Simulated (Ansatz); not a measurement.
**Molecular dynamics of AlNH2ClF (part 4 of 4)**

The same run, continued: AlNH2ClF; RKS LDA/STO-3G (Ansatz 0.2.0). It belongs to a series of runs on one base structure; here: dynamics from the start.

Geometry of the input (Å):
```
Al 0.0579  -0.0346  -0.0212
F  -0.0117  -0.5158  1.5250
N  1.5258  -0.0174  -0.9049
H  2.4520  -0.3036  -0.5353
H  1.6092  0.2824  -1.8944
Cl -1.6583  0.5891  -1.0043
```

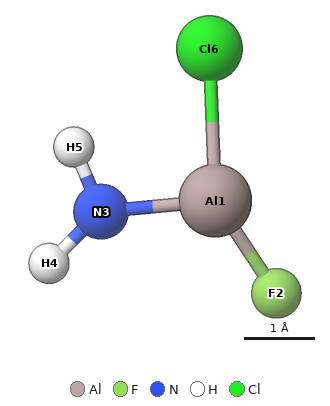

*The geometry at step 150 of the log (ball-and-stick view, seen on its broad side; atoms are numbered from 1 in the order of the input).*

**Summary**

```tsv
quantity	value
outcome	finished
mean temperature over the second half	1179 K
trajectory	150 steps, 37.5 fs
ensemble	nve_milne
temperature in the input	3000.0 K
time step	0.25 fs
potential energy (last step)	−22985.4368 eV
mean-field energy (last step)	−22985.4368 eV
largest force (length of the vector) (last step)	2.369 eV/Å
hardware	1 thread of Arm Neoverse V2, 24 GiB of memory available, shared host
wall time	1.7 min
peak memory	0.073 GiB
```

So short a trajectory is not equilibrated.
